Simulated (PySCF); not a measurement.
**RhF₄: structure of the sextet**

The task is one start of a wider search on RhF₄: the sextet, from a PBE0 minimum start. It is relaxed, tested by its Hessian and followed downhill if it is a saddle.

The runs use PySCF 2.14.0; PBE0, basis Rh def2-SVP with ECP28, F def2-SVP, scalar-relativistic core potentials, no spin–orbit coupling, density fitting.

## 1. The starting structure

5 atoms, charge 0, spin multiplicity 6.

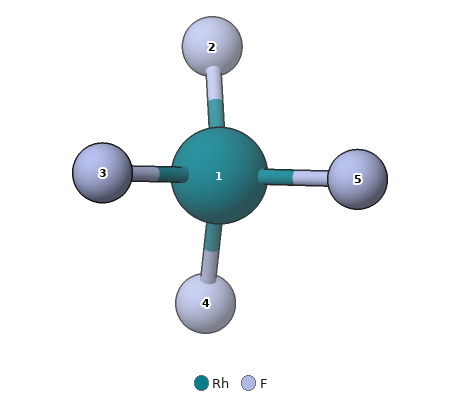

The starting geometry (rhodium blue, fluorine light blue); atoms are numbered from 1 in the order of the file.

```xyz
5
charge 0 multiplicity 6
Rh    0.0000    0.0000    0.0000
F    -1.0916   -1.0916   -1.0916
F     1.0916    1.0916   -1.0916
F    -1.0916    1.0916    1.0916
F     1.0916   -1.0916    1.0916
```

## 2. First SCF at the start

One driver script runs all steps and calls PySCF; scf.py shows how it sets up the SCF of each step. The optimiser is the driver's own. After this first run the driver tries any further starts and a stability analysis.

scf.py reads:

```python
from pyscf import gto, scf, dft
mol = gto.M(atom='''
Rh     0.000000    -0.000000     0.000000
F     -1.091640    -1.091640    -1.091640
F      1.091640     1.091640    -1.091640
F     -1.091640     1.091640     1.091640
F      1.091640    -1.091640     1.091640''',
    basis={'Rh': 'def2-SVP', 'F': 'def2-SVP'},
    ecp={'Rh': 'def2-SVP'},
    charge=0, spin=5)
mf = dft.UKS(mol, xc='PBE0')
mf.grids.atom_grid = (50, 194)
aux = {'Rh': 'def2-universal-JKFIT', 'F': 'def2-universal-JKFIT'}
mf = mf.density_fit(auxbasis=aux)
mf.conv_tol = 1e-08
mf.diis_space = 10
mf.max_cycle = 60
mf.init_guess = 'minao'
mf.verbose = 4
mf.kernel()
```

Launch:

```console
OMP_NUM_THREADS=2 python axn.py task.json out
```

The log of the run:

```text
init E= -498.941324859033
[... the frontier-level lines of each cycle are left out ...]
cycle= 1 E= -508.906761203658  delta_E= -9.97  |g|= 0.578  |ddm|= 2.41
cycle= 2 E= -508.653645546807  delta_E= 0.253  |g|= 0.944  |ddm|= 1.34
cycle= 3 E= -509.057087869694  delta_E= -0.403  |g|= 0.355  |ddm|= 0.966
cycle= 4 E= -509.09333356046  delta_E= -0.0362  |g|= 0.129  |ddm|= 0.271
cycle= 5 E= -509.099912487525  delta_E= -0.00658  |g|= 0.0205  |ddm|= 0.0844
cycle= 6 E= -509.100107322522  delta_E= -0.000195  |g|= 0.00105  |ddm|= 0.0193
cycle= 7 E= -509.10011023256  delta_E= -2.91e-06  |g|= 0.000753  |ddm|= 0.00336
cycle= 8 E= -509.100111192697  delta_E= -9.6e-07  |g|= 6.53e-05  |ddm|= 0.00254
cycle= 9 E= -509.100111205979  delta_E= -1.33e-08  |g|= 2.86e-05  |ddm|= 0.000336
cycle= 10 E= -509.100111206514  delta_E= -5.35e-10  |g|= 1.27e-06  |ddm|= 4.57e-05
Extra cycle  E= -509.100111206515  delta_E= -1.71e-12  |g|= 3.33e-06  |ddm|= 3.63e-06
converged SCF energy = -509.100111206515  <S^2> = 8.7615445  2S+1 = 6.0038469
```

This step, with its further starts and checks, took 24 s on 2 threads of Arm Neoverse N1, shared host.

The starts that the driver tried:

```tsv
start	energy (Eh)
the minimal-basis guess	-509.100111
a thermally smeared density	-509.100111
a smeared PBE density	-509.100111
```

The test of internal stability and the other starts found no lower solution of this spin.

## 3. Relaxation: PBE0 minimum start, sextet

The program finds Td symmetry in the start, which this walk keeps. The walk stops when the largest gradient is under 0.0003 Eh/bohr and the energy has settled too.

Edit scf.py of step 2 so:

```diff
@@ -18 +17,0 @@
-mf.init_guess = 'minao'
```

The optimiser's trace:

```tsv
step	energy (Eh)	change (kJ/mol)	largest symmetric gradient (Eh/bohr)
0	-509.100111	0.00	0.00010
```

The walk took 3.5 s.

It settles in Td symmetry, 0.0 kJ/mol below the start, after 0 steps: Rh–F 1.891 Å (×4); F–Rh–F 109.5° (×6).

## 4. Vibrations and properties at this point

On the finer grid the gradient is checked again; gradients at displacements of ±0.02 bohr then give force constants and infrared intensities.

Edit scf.py of step 3 so:

```diff
@@ -3 +3 @@
-Rh     0.000000    -0.000000     0.000000
+Rh     0.000000    -0.000000    -0.000000
@@ -12 +12 @@
-mf.grids.atom_grid = (50, 194)
+mf.grids.atom_grid = (75, 302)
@@ -15 +15 @@
-mf.conv_tol = 1e-08
+mf.conv_tol = 1e-10
```

The driver hands on the density of the step before, so the log starts near convergence.

SCF at the final geometry:

```text
init E= -509.099784834313
[... the frontier-level lines of each cycle are left out ...]
cycle= 1 E= -509.099784834284  delta_E= 2.96e-11  |g|= 8.62e-06  |ddm|= 7.99e-06
Extra cycle  E= -509.099784834002  delta_E= 2.82e-10  |g|= 2.73e-05  |ddm|= 2.48e-05
converged SCF energy = -509.099784834002  <S^2> = 8.7615407  2S+1 = 6.0038457
```

The whole step took 58 s.

Geometry: Td; Rh–F 1.891 Å (×4); F–Rh–F 109.5° (×6).

Harmonic modes (main isotopes):

```tsv
symmetry	ω (cm⁻¹)	IR (km/mol)	μ (u)
e	128	0.0	19.00
t2	128	39.3	23.35
a1	617	0.0	19.00
t2	632	189	22.62
```

All wavenumbers are real: a minimum.

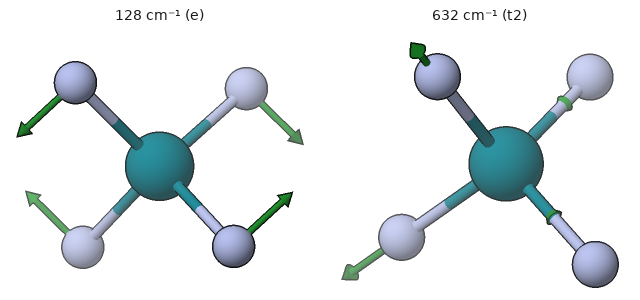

How the atoms move in 2 of the modes.

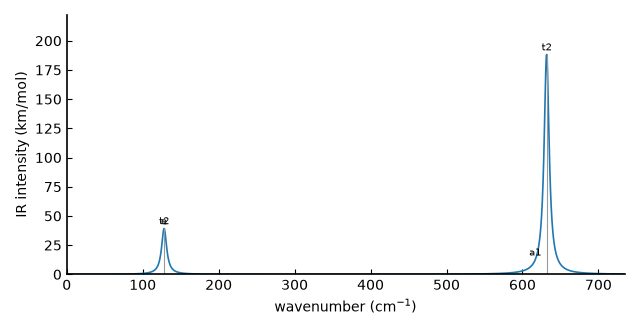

The harmonic infrared spectrum (widths in cm⁻¹). Lines are broadened to a width of 8 cm⁻¹ (Lorentzian).

Properties at this point:

```
Dipole moment                                                   : 0.00 D
Highest occupied level                                          : -10.47 eV
Lowest empty level                                              : -6.77 eV
Rotational constants                                            : 0.09307, 0.09307, 0.09307 cm⁻¹
Zero-point energy                                               : 18.9 kJ/mol
Principal polarisabilities                                      : 37.1, 37.1, 37.1 bohr³
Atomisation energy without zero-point energy                    : 1191 kJ/mol
Principal traceless quadrupole moments about the centre of mass : 0.00, 0.00, 0.00 D Å
Entropy at 298.15 K and 1 bar (electronic part: spin only)      : 350.1 J/(mol K)
Heat capacity Cp at 298.15 K                                    : 89.8 J/(mol K)
Enthalpy at 298.15 K above 0 K                                  : 20.40 kJ/mol
Rotational symmetry number                                      : 12
Spin squared ⟨S²⟩                                               : 8.762
```

Populations by atom (charges in e):

```csv
atom,Mulliken,Löwdin,polar tensor,spin (Mulliken),Mayer order to Rh1
Rh1,1.21,0.48,1.70,3.22,–
"F2,3,4,5",-0.30,-0.12,-0.43,0.44,0.99
```

Outer orbital energies (eV). α occupied: -12.95, -12.95, -12.95, -11.63, -11.63, -10.47, -10.47, -10.47; empty: -1.10, 1.30, 1.30, 1.30. β occupied: -13.50, -13.23, -12.22, -12.22, -12.22, -11.65, -11.65, -11.65; empty: -6.77, -6.77, -5.42, -5.42.

Mulliken populations on Rh1 (outside its core potential): s 2.29, p 6.52, d 6.97, f 0.01.

## 5. What came out

| quantity | value |
| --- | --- |
| minimum | sextet, Td |
| geometry | Rh–F 1.891 Å (×4); F–Rh–F 109.5° (×6) |
| wavenumbers (cm⁻¹) | 128 (e), 128 (t2), 617 (a1), 632 (t2) |
| dipole moment | 0.00 D |
| highest occupied, lowest empty level (either spin) | -10.47, -6.77 eV |
| polar-tensor charge of Rh1 | +1.70 e |
| zero-point energy | 18.9 kJ/mol |
| entropy at 298.15 K | 350.1 J/(mol K) |
| atomisation energy (no zero-point energy) | 1191 kJ/mol |
| ⟨S²⟩ | 8.762 |

What this shows: The molecule stays Td, as typed, and the end point is a minimum. In the infrared the band at 632 cm⁻¹ (t2, stretch) leads. Rh1 has a polar-tensor charge of +1.7 e (a dipole derivative, not a static charge), yet symmetry cancels the bond dipoles. Most of the spin sits on Rh1 (Mulliken spin 3.22, against 5 for the whole molecule). Only this shape and spin were tried, so other structures or states may lie lower. Open d and f shells are described by one determinant, and the ground state may have another occupation or spin.

The search up to here took 86 s.
